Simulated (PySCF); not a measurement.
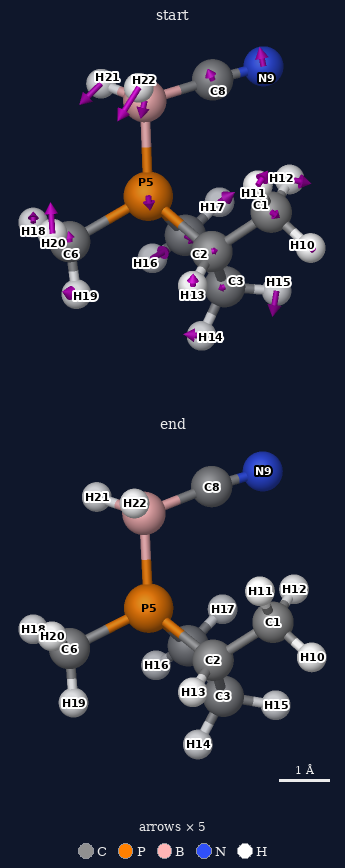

The structure of C6H13BNP before (top) and after (bottom) a relaxation, at one scale. The purple arrows give the displacements, 5 times their true length.

Style: ball-and-stick. Shown at a tilt.

The start comes from GFN2-xTB. Its atoms were then displaced at random by about 0.01 Å.

Level of theory: PBE0-D3(BJ)/def2-SVP geometry optimisation, gas phase in PySCF. 

### Summarise the run.

Over 10 geometry steps the energy falls by 6.24 kcal/mol. The largest move after the best rigid fit is that of an H atom, 0.17 Å. By element the largest moves are H 0.17 Å, N 0.08 Å, B 0.08 Å, C 0.07 Å, P 0.06 Å. Among the contacts that change: B–H 1.175 → 1.222 Å, C–C 1.587 → 1.546 Å, C–P 1.848 → 1.815 Å, C–H 1.073 → 1.100 Å. Bond angles that change, for instance: C–P–C 104.1° → 108.6°, C–P–B 116.7° → 112.8°, C–C–H 113.8° → 117.7°.
